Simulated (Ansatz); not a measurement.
**C2H5BrSi: ladder of methods at one geometry, by script**

How do the methods compare on C2H5BrSi, in result and in cost? A script is to give a ladder of methods at one geometry; the system is C2H5BrSi.

Computed with Ansatz 0.2.0 through its Python package. The levels of theory stand in the script.

### 1 The system

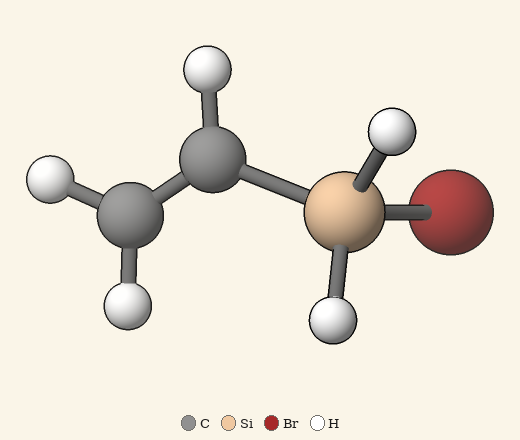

The starting structure, viewed from a chosen angle; carbon grey, silicon light orange, bromine red, hydrogen white.

The script reads c2h5brsi.xyz:

```xyz
9

C    -0.42630    1.44290   -0.29640
C     0.42730    0.50220   -0.21340
Si    0.12220   -1.17910    0.44080
Br   -0.26470   -2.50480   -1.24370
H    -1.50350    1.36170   -0.00140
H    -0.20020    2.46850   -0.72790
H     1.47260    0.67860   -0.55160
H     1.42740   -1.65250    1.11100
H    -0.96620   -1.16390    1.46540
```

### 2 The code

methods_c2h5brsi.py reads:

```python
"""One geometry of C2H5BrSi, method by method."""

import ansatz as az

c2h5brsi = az.Crystal.molecule_from_extxyz("c2h5brsi.xyz")

model = c2h5brsi.calculation().basis(gaussian="def2-SVP")

methods = ["mp2", "ccsd", "ccsd_t"]
reports = [model.correlation(m).run(threads=1).report for m in methods]
print(f"Hartree-Fock reference {reports[0]['reference_energy_ev'] / 27.211386246:.6f} Ha")
best = reports[-1]["free_energy_ev"] - reports[-1]["reference_energy_ev"]
for method, each in zip(methods, reports):
    gained = each["free_energy_ev"] - each["reference_energy_ev"]
    print(f"{method:8s} total {each['free_energy_ev'] / 27.211386246:.6f} Ha  correlation {gained:9.4f} eV  ({100 * gained / best:.1f} % of the last)")
```

### 3 The input behind the calls

The engine receives this input (first run):

```yaml
crystal:
  periodic: [false, false, false]
  atoms:
    - { symbol: C, position_ang: [-0.4263, 1.4429, -0.2964] }
    - { symbol: C, position_ang: [0.4273, 0.5022, -0.2134] }
    - { symbol: Si, position_ang: [0.1222, -1.1791, 0.4408] }
    - { symbol: Br, position_ang: [-0.2647, -2.5048, -1.2437] }
    - { symbol: H, position_ang: [-1.5035, 1.3617, -0.0014] }
    - { symbol: H, position_ang: [-0.2002, 2.4685, -0.7279] }
    - { symbol: H, position_ang: [1.4726, 0.6786, -0.5516] }
    - { symbol: H, position_ang: [1.4274, -1.6525, 1.111] }
    - { symbol: H, position_ang: [-0.9662, -1.1639, 1.4654] }
basis:
  gaussian:
    orbitals: def2-SVP
correlation:
  method: mp2
```

### 4 Launch

Command:

```bash
> python methods_c2h5brsi.py
```

The log of the run:

```text
Hartree-Fock reference -2939.547488 Ha
mp2      total -2940.139359 Ha  correlation  -16.1056 eV  (90.8 % of the last)
ccsd     total -2940.180829 Ha  correlation  -17.2341 eV  (97.2 % of the last)
ccsd_t   total -2940.199145 Ha  correlation  -17.7325 eV  (100.0 % of the last)
```

Run time: 50 s. Hardware: 1 thread of Arm Neoverse N1, shared host; peak memory 0.48 GiB.

### 5 What changed from run to run

The engine's inputs for the other runs:

Run 2, against run 1:

```diff
@@ -17 +17 @@
-  method: mp2
+  method: ccsd
```

Run 3, against run 1:

```diff
@@ -17 +17 @@
-  method: mp2
+  method: ccsd_t
```

### 6 The engine's runs

From the records of these 3 runs:

| run | method | energy (eV) | iterations in all | CPU time (s) |
| --- | --- | --- | --- | --- |
| 1 | mp2 | -80005.2677 | 11 | 3.6 |
| 2 | ccsd | -80006.3962 | 17 | 16 |
| 3 | ccsd_t | -80006.8946 | 17 | 29 |

Correlation energies (total less mean field):

| method | correlation (eV) | share of the last | miss against the last (eV) | CPU time (s) |
| --- | --- | --- | --- | --- |
| mp2 | -16.106 | 90.8 % | +1.627 | 3.6 |
| ccsd | -17.234 | 97.2 % | +0.498 | 16 |
| ccsd_t | -17.732 | 100.0 % | +0.000 | 29 |

### 7 Results

| quantity | value |
| --- | --- |
| runs compared | 3 |
| correlation energy, last run | -17.732 eV |

mp2 catches 91 % of the correlation energy of ccsd_t. In CPU time, run 3 (ccsd_t) cost about 7.9 times as much as run 1 (mp2). Reading the output:
- The geometry is a force-field or estimated start, not a minimum of this method, and the basis set is short of its limit. A lower total doesn't mark the better method: functionals have no common bound, and MP2 and coupled cluster aren't variational.
- Inner cores stay frozen; a filled d shell under the valence of the heavier atoms is correlated with it.
